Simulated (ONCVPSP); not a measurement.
Input of ONCVPSP 4.0.1:

```
# ATOM AND REFERENCE CONFIGURATION
# atsym  z   nc   nv     iexc    psfile
  Al 13.00    3    2        3      upf
#
#   n    l    f
    1    0    2.00
    2    0    2.00
    2    1    6.00
    3    0    2.00
    3    1    1.00
#
# PSEUDOPOTENTIAL AND OPTIMIZATION
# lmax
    1
#
#   l,   rc,      ep,       ncon, nbas, qcut
    0    2.00    0.00    4    8    3.30
    1    2.55    0.00    3    7    3.90
#
# LOCAL POTENTIAL
# lloc, lpopt,  rc(5),   dvloc0
    4    1    1.40    4.00
#
# VANDERBILT-KLEINMAN-BYLANDER PROJECTORs
# l, nproj, debl
    0    1    3.50
    1    2    1.50
#
# MODEL CORE CHARGE
# icmod, fcfact, rcfact
    3    3.00    1.45
#
# LOG DERIVATIVE ANALYSIS
# epsh1, epsh2, depsh
   -2.00    5.00    0.02
#
# OUTPUT GRID
# rlmax, drl
    6.00    0.01
#
# TEST CONFIGURATIONS
# ncnf
    4
# nvcnf
#   n    l    f
    2
    3    0    2.00
    3    1    0.00
#
    2
    3    0    1.00
    3    1    0.00
#
    2
    3    0    2.00
    3    1    0.50
#
    2
    3    0    1.00
    3    1    2.00
#
```

Command:
```bash
oncvpsp.x < Al.dat > Al.out
```

Functional and relativity: LDA (Perdew-Zunger), scalar-relativistic.

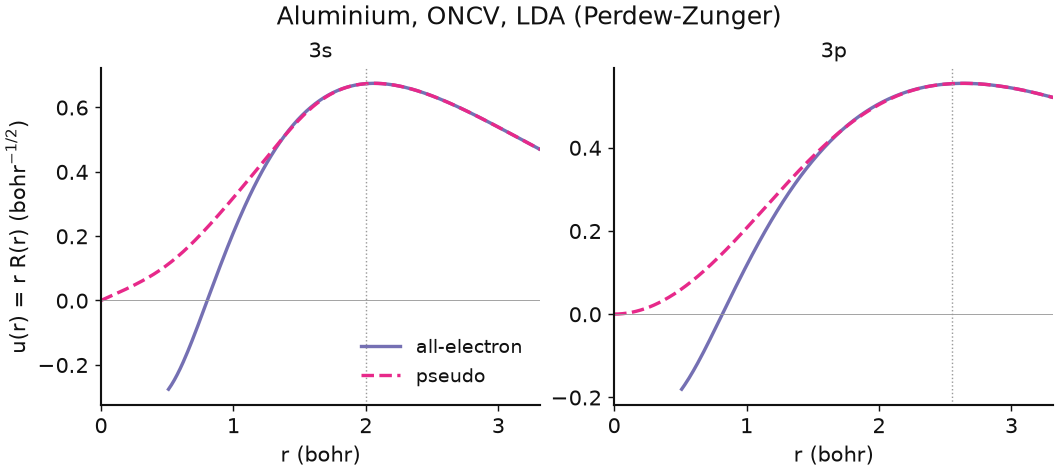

Pseudo-waves (dashed) against the all-electron radial functions (solid). Dotted lines mark the matching radii. The all-electron curves start outside the innermost oscillations, which aren't drawn.

Pseudo-waves: 3s has no node; 3p has no node.

* Cutoffs needed: 5.5 Ha and 24 Ha (the cutoffs at which the residual kinetic energy of the hardest occupied pseudo-wave falls to 1 and 0.1 mHa per electron)
* Ghost test: no bound ghost flagged; no localised positive-energy state flagged
* Largest excitation error: +9.9 meV (all-electron minus pseudo) for 3s1 3p0, out of 4 test configurations
* rms error of d²Exc/dni dnj: 3.39 mHa without and 0.52 mHa with the model core
